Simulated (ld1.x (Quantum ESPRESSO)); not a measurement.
```yaml
element: Ho (Z = 67)
generator: ld1.x (Quantum ESPRESSO) 7.5
type: norm-conserving RRKJ (Kleinman–Bylander form)
functional: PBEsol
relativity: scalar-relativistic
frozen_core: [Kr] 4d10
valence_charge: 21
reference_configuration: 4f11 5s2 5p6 5d0 6s1.5 6p0.5
partial_waves: 5p (bound): rc 1.85 bohr; 5d (bound, empty): rc 3.05 bohr; 4f (bound): rc 0.75 bohr; 5s (bound): rc 1.30 bohr
local_potential: the s channel
core_correction: Bessel-smoothed model core inside 0.65 bohr
```

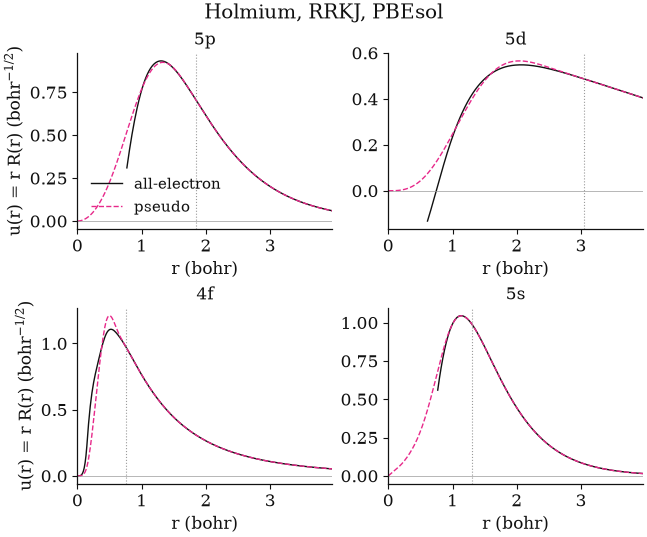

All-electron valence functions (solid) with their pseudo partners (dashed). Dotted lines mark the matching radii. The all-electron curves start outside the innermost oscillations, which aren't drawn.

Pseudo-waves: 5p has no node; 5d has no node; 4f has no node; 5s has no node.

- Cutoffs needed: over 300 Ry and over 300 Ry (the cutoffs, on a coarse ladder, from which the occupation-weighted sum of valence levels, in a spherical-Bessel basis at the reference potential, stays within 10 and 1 mRy of its value at 400 Ry)
- Ghost test: no ghost state below the valence levels in the p, d, f, s channels (spherical-Bessel basis up to 400 Ry, 20 bohr box)
- Configuration tests: 1 of 7 tests not solved
